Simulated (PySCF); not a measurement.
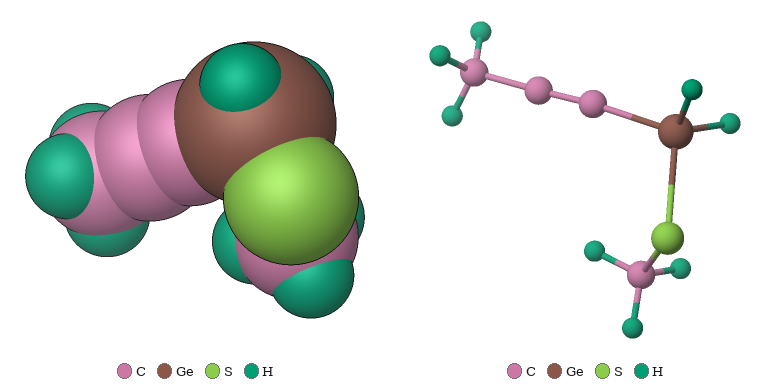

Two views of one molecule.

The geometry was computed by an optimisation with GFN2-xTB. No frequency run is at hand to confirm it as a minimum.

Question: Count the atoms of each element.

Answer: C4H8GeS, 14 atoms: 4 carbon, 8 hydrogen, 1 germanium and 1 sulfur.

Question: Name some functional groups or characteristic bonds that it holds.

Answer: Among them: alkyne.

Question: What is the point group of this geometry?

Answer: C1.

Question: How many bonds of each kind are drawn?

Answer: 6 C–H, 2 C–C, 2 Ge–H, 1 C–Ge, 1 Ge–S, 1 C–S.

The parts below concern this one geometry. Atoms keep their numbers from picture to picture.

## Shape

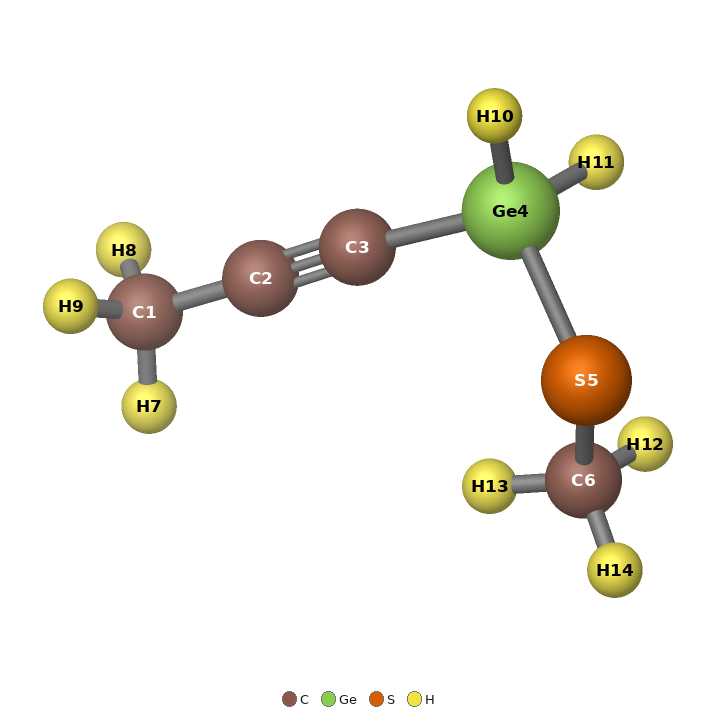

Numbered structure. No frequency run is at hand to confirm it as a minimum.

Question: Describe the coordination of atom 4.

Answer: Ge4 has 4 neighbours (C3 at 1.90, S5 at 2.21, H10 at 1.50, H11 at 1.51 Å); the arrangement is tetrahedral.

Question: How are the neighbours of atom 5 arranged?

Answer: S5 has 2 neighbours (Ge4 at 2.21, C6 at 1.83 Å); the arrangement is bent.

Question: How are the neighbours of atom 1 arranged?

Answer: C1 has 4 neighbours (C2 at 1.45, H7 at 1.09, H8 at 1.09, H9 at 1.09 Å); the arrangement is tetrahedral.

Question: What is the geometry at C2?

Answer: C2 has 2 neighbours (C1 at 1.45, C3 at 1.21 Å); the arrangement is linear.

Question: What is the dihedral angle C3–Ge4–S5–C6?

Answer: 55° in size, that is gauche.

## Dipole moment

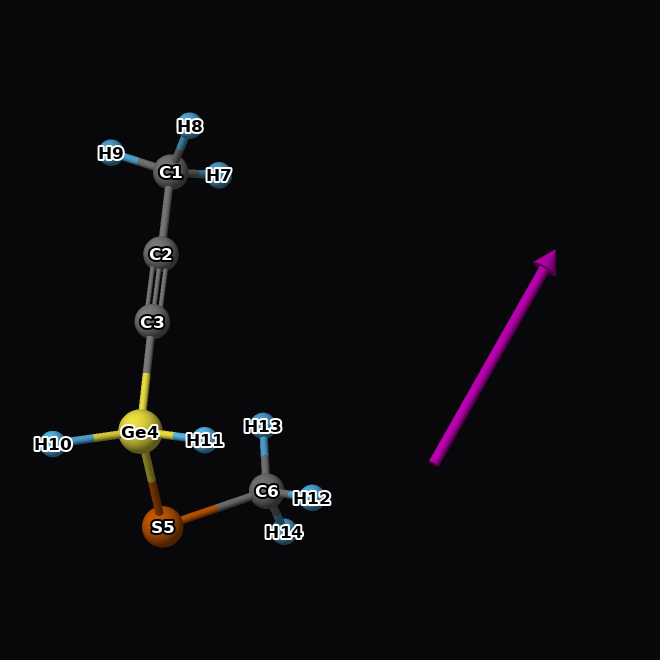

The arrow beside the molecule shows the direction of the dipole moment, from the negative to the positive end (its length means nothing). No frequency run is at hand to confirm it as a minimum. Level of theory: B3LYP/def2-SVPD, gas phase (PySCF 2.14.0).

Question: Estimate the dipole moment.

Answer: 2.43 D; it points from the side of S5, H10 to the side of H8 (the outermost atoms at the two ends).

## Excitation

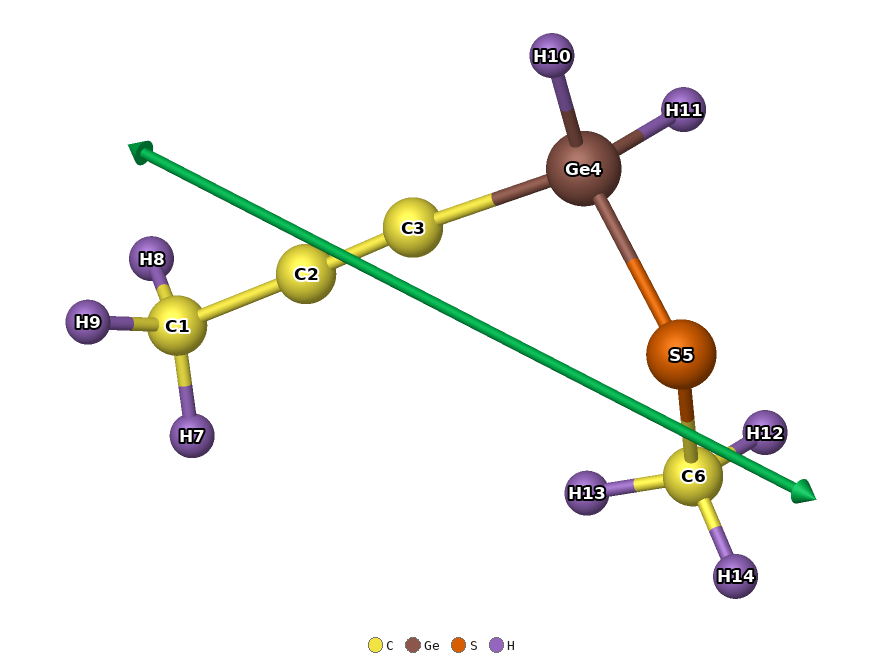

The double arrow shows the direction of the transition dipole to excited singlet state 6 (its length means nothing). No frequency run is at hand to confirm it as a minimum. Method: TDDFT B3LYP/def2-SVPD, vertical, gas phase, core orbitals frozen in the response (PySCF 2.14.0).

Question: How is the transition polarised?

Answer: Close to the long direction C1···S5.

Question: Where does the transition lie, and how strong is it?

Answer: 6.08 eV (204 nm), oscillator strength 0.044, of mixed character, with the largest part HOMO−1 → LUMO (weight 0.29); transition dipole 1.38 D.

## Polarisability

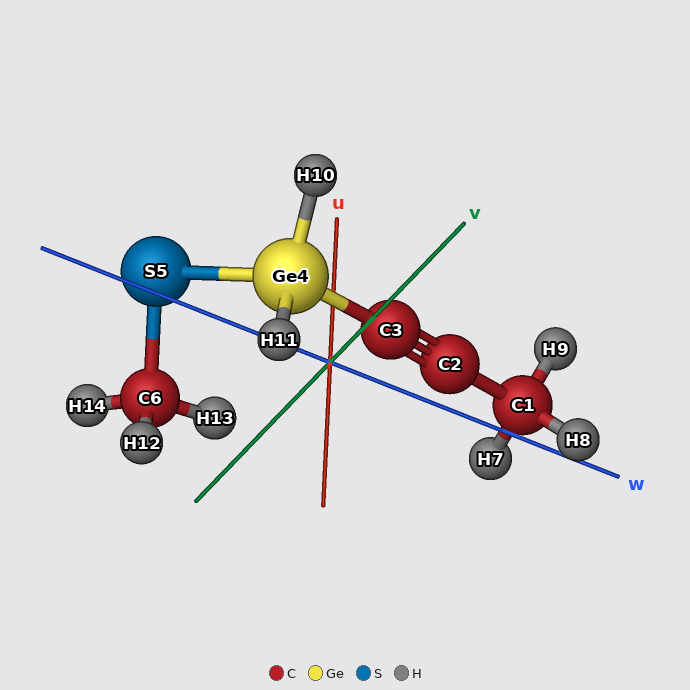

The lines u, v and w are the principal axes of the static dipole polarisability. No frequency run is at hand to confirm it as a minimum. Computed with B3LYP/def2-SVPD (PySCF 2.14.0).

Question: Along which axis is the molecule most polarisable, and along which least?

Answer: Most along w (close to the long direction C1···S5), least along u.

Question: Give the three principal values.

Answer: u 79.6, v 97.6, w 126.5 bohr³; mean 101.3, anisotropy 41.0 bohr³.

The geometry is semi-empirical. Around Ge such bond lengths and angles can be off by a tenth of an ångström or more and by several degrees, and values that hang on the shape move with them.
